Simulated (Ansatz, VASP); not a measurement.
**Cross-check of Mg35Ir between VASP and Ansatz**

One calculation is typed for both programs; each brings its own data sets and cutoff. How far apart do they land? The structure shown is the end of the VASP relaxation below.

Method: plane waves, with VASP 6.6.1 beside it; single point at PBEsol, in Ansatz 0.2.0.

## (1) Set-up

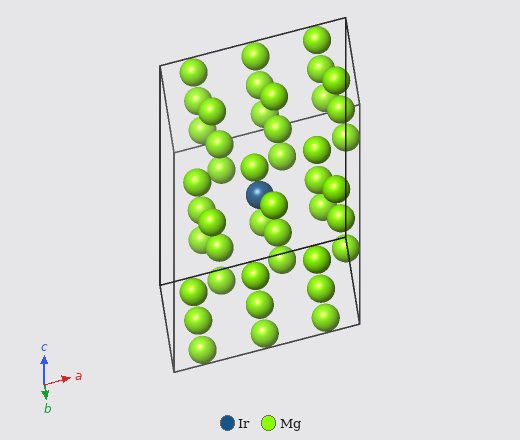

The starting structure, seen from a free direction (iridium blue, magnesium green). Some periodic images of atoms are drawn too.

The cell holds 36 atoms: 1 Ir and 35 Mg. Cell: a = 9.551 Å, b = 9.551 Å, c = 10.221 Å, α = 90.0°, β = 90.0°, γ = 120.0°. It derives from Mg. Nearest the centre at fractional (0.000, 0.000, 0.000): Ir1 at 0.00 Å, Mg24 at 2.96 Å, Mg23 at 2.96 Å, Mg36 at 2.96 Å, Mg19 at 2.96 Å, Mg20 at 2.96 Å, Mg35 at 2.96 Å, Mg9 at 3.01 Å.

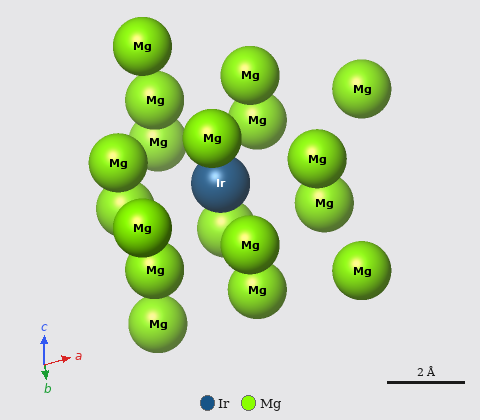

The atoms within 5 Å of the centre.

## (2) VASP: relaxation, PBEsol

This run makes the geometry at which the two programs are then compared.

Lines of VASP's logs that name or quote its potential files are left out, and so is its time.

The input, INCAR:

```
SYSTEM = Mg35Ir
PREC = Normal
ENCUT = 300
EDIFF = 1E-05
NELM = 120
ISMEAR = 1
SIGMA = 0.2
LREAL = Auto
ALGO = Fast
GGA = PS
NBANDS = 64
ISPIN = 2
MAGMOM = 0.6 0 0 0 0 0 0 0 0 0 0 0 0 0 0 0 0 0 0.6 0.6 0 0 0.6 0 0 0 0 0 0 0 0 0 0 0 0 0
LASPH = .TRUE.
LMAXMIX = 4
LORBIT = 11
LWAVE = .FALSE.
LCHARG = .TRUE.
KPAR = 4
IBRION = 2
NSW = 50
ISIF = 2
EDIFFG = -0.03
POTIM = 0.4
MAXMIX = 40
ISYM = 2
```

The input, POSCAR:

```
Mg35Ir
1.0
    9.5507405364      0.0000000000      0.0000000000
   -4.7753702682      8.2711839294      0.0000000000
    0.0000000000      0.0000000000     10.2209444728
Ir Mg
1 35
Direct
    0.0000000000      0.0000000000      0.0000000000
    0.0000000000      0.0000000000      0.5000000000
    0.0000000000      0.3333333300      0.0000000000
    0.0000000000      0.3333333300      0.5000000000
    0.0000000000      0.6666666700      0.0000000000
    0.0000000000      0.6666666700      0.5000000000
    0.3333333300      0.0000000000      0.0000000000
    0.3333333300      0.0000000000      0.5000000000
    0.3333333300      0.3333333300      0.0000000000
    0.3333333300      0.3333333300      0.5000000000
    0.3333333300      0.6666666700      0.0000000000
    0.3333333300      0.6666666700      0.5000000000
    0.6666666700      0.0000000000      0.0000000000
    0.6666666700      0.0000000000      0.5000000000
    0.6666666700      0.3333333300      0.0000000000
    0.6666666700      0.3333333300      0.5000000000
    0.6666666700      0.6666666700      0.0000000000
    0.6666666700      0.6666666700      0.5000000000
    0.1111111100      0.2222222200      0.2500000000
    0.1111111100      0.2222222200      0.7500000000
    0.1111111100      0.5555555600      0.2500000000
    0.1111111100      0.5555555600      0.7500000000
    0.1111111100      0.8888888900      0.2500000000
    0.1111111100      0.8888888900      0.7500000000
    0.4444444400      0.2222222200      0.2500000000
    0.4444444400      0.2222222200      0.7500000000
    0.4444444400      0.5555555600      0.2500000000
    0.4444444400      0.5555555600      0.7500000000
    0.4444444400      0.8888888900      0.2500000000
    0.4444444400      0.8888888900      0.7500000000
    0.7777777800      0.2222222200      0.2500000000
    0.7777777800      0.2222222200      0.7500000000
    0.7777777800      0.5555555600      0.2500000000
    0.7777777800      0.5555555600      0.7500000000
    0.7777777800      0.8888888900      0.2500000000
    0.7777777800      0.8888888900      0.7500000000
```

The input, KPOINTS:

```
Automatic mesh
0
Gamma
4 4 4
0 0 0
```

PAW data sets: Ir and Mg (PBE family, release 64).

Started as:

```sh
mpirun -np 4 vasp_std
```

Numbers of over 12 decimals in the logs are rounded to 6 here.

The program printed:

```text
[banner, memory and clock lines left out]
running    4 mpi-ranks, on    1 nodes
[...]
|                                                                             |
|               ----> ADVICE to this user running VASP <----                  |
|                                                                             |
|     You enforced a specific xc type in the INCAR file but a different       |
|     [... a line on the potential file left out ...]
|     I HOPE YOU KNOW WHAT YOU ARE DOING!                                     |
|                                                                             |

 LDA part: xc-table for (Slater+PW92), standard interpolation
 POSCAR, INCAR and KPOINTS ok, starting setup
[...]
entering main loop
       N       E                     dE             d eps       ncg     rms          rms(c)
DAV:   1     0.609811580878E+02    0.60981E+02   -0.16698E+04  9216   0.583E+02
DAV:   2    -0.598885682451E+02   -0.12087E+03   -0.10472E+03 11248   0.956E+01
[...]
RMM:  13    -0.697445533030E+02   -0.13593E-04   -0.13621E-04  8514   0.255E-02    0.130E-02
RMM:  14    -0.697445623703E+02   -0.90672E-05   -0.22967E-05  6756   0.142E-02
   1 F= -.69744562E+02 E0= -.69740834E+02  d E =-.697446E+02  mag=     0.0063
[... from here on, the cycles between the ionic steps are left out ...]
   2 F= -.69928820E+02 E0= -.69923925E+02  d E =-.184258E+00  mag=    -0.0007
   3 F= -.70320493E+02 E0= -.70312428E+02  d E =-.575931E+00  mag=    -0.0017
   4 F= -.70291713E+02 E0= -.70283041E+02  d E =-.547151E+00  mag=     0.0000
   5 F= -.70453292E+02 E0= -.70443707E+02  d E =-.708729E+00  mag=     0.0004
   6 F= -.70454294E+02 E0= -.70444674E+02  d E =-.709732E+00  mag=     0.0001
   7 F= -.70469087E+02 E0= -.70459277E+02  d E =-.147928E-01  mag=     0.0048
   8 F= -.70480005E+02 E0= -.70470074E+02  d E =-.257108E-01  mag=     0.0000
   9 F= -.70470912E+02 E0= -.70460747E+02  d E =-.166178E-01  mag=    -0.0001
  10 F= -.70481666E+02 E0= -.70471655E+02  d E =-.273713E-01  mag=    -0.0001
  11 F= -.70483696E+02 E0= -.70473541E+02  d E =-.203014E-02  mag=    -0.0005
 trial-energy change:   -0.002030  1 .order   -0.002032   -0.002753   -0.001311
 step:   5.9695(harm=  5.9695)  dis= 0.00918  next Energy=   -70.484294 (dE=-0.263E-02)
 reached required accuracy - stopping structural energy minimisation
```

OUTCAR, selected parts (step 2):

```text
  Total       -6.1199363     -6.1193379     -7.9360859      0.0005165     -0.0000121      0.0000214
  in kB      -12.1439991    -12.1428119    -15.7478470      0.0010250     -0.0000240      0.0000425
  external PRESSURE =     -13.3448860 kB  Pullay stress =       0.0000000 kB

 POSITION                                       TOTAL-FORCE (eV/Angst)
 -----------------------------------------------------------------------------------
      4.77537      8.27118     10.22094         0.000075      0.000052      0.000054
     -4.77537      8.27118      5.11047        -0.000001     -0.000000     -0.000004
      8.01727      2.58794      0.00000         0.006530      0.007832     -0.000003
     -1.56799      2.74236      5.11047         0.001585      0.014502      0.000000
      6.24985      5.64919      0.00000         0.010068      0.001754     -0.000002
     -3.18441      5.54210      5.11047         0.013351     -0.005874     -0.000002
      3.00795      0.03406      0.00000         0.003514     -0.009602     -0.000003
     -1.61643      8.25792      5.11047         0.011760     -0.008630     -0.000001
      1.53346      2.58794      0.00000        -0.006550      0.007848     -0.000003
      1.56798      2.74235      5.11047        -0.001580      0.014484     -0.000000
     -0.00001      5.51413      0.00000        -0.000005     -0.000002     -0.000002
     -0.00000      5.51413      5.11047        -0.000001     -0.000002     -0.000002
      6.54278      0.03405      0.00000        -0.003519     -0.009574     -0.000001
      1.61643      8.25792      5.11047        -0.011769     -0.008627     -0.000002
[...]
-----------------------------------------------------------------------------------
    total drift:                                0.000078      0.000036      0.000050

  FREE ENERGIE OF THE ION-ELECTRON SYSTEM (eV)
  ---------------------------------------------------
  free  energy   TOTEN  =       -70.4836959289 eV

  energy  without entropy=      -70.4532316812  energy(sigma->0) =      -70.47354118

 reached required accuracy - stopping structural energy minimisation

 magnetization (x)
# of ion       s       p       d       tot
------------------------------------------
    1       -0.000  -0.000   0.000  -0.000
    2        0.000  -0.000  -0.000  -0.000
    3       -0.000  -0.000  -0.000  -0.000
    4       -0.000  -0.000  -0.000  -0.000
    5       -0.000  -0.000  -0.000  -0.000
    6       -0.000  -0.000  -0.000  -0.000
    7       -0.000  -0.000  -0.000  -0.000
    8       -0.000  -0.000  -0.000  -0.000
    9       -0.000  -0.000  -0.000  -0.000
   10       -0.000  -0.000  -0.000  -0.000
   11       -0.000  -0.000  -0.000  -0.000
   12       -0.000  -0.000  -0.000  -0.000
   13       -0.000  -0.000  -0.000  -0.000
[...]
--------------------------------------------------
tot         -0.000  -0.000  -0.000  -0.000

[... 1 further part left out ...]
```

(Continued in part 2 of 2.)

[Lines on the potential files, build, host, timing and source positions are cut from VASP's logs without a mark.]

[Logs are printed without paths, hosts, clocks, repeated set-up lines and the standing remarks that a program may print on its own settings, such as how far it seeks lower states.]

[Hosts, paths, dates, database ids (printed as entryN), source tags and the programs' standing remarks are cut or masked in the printed files.]
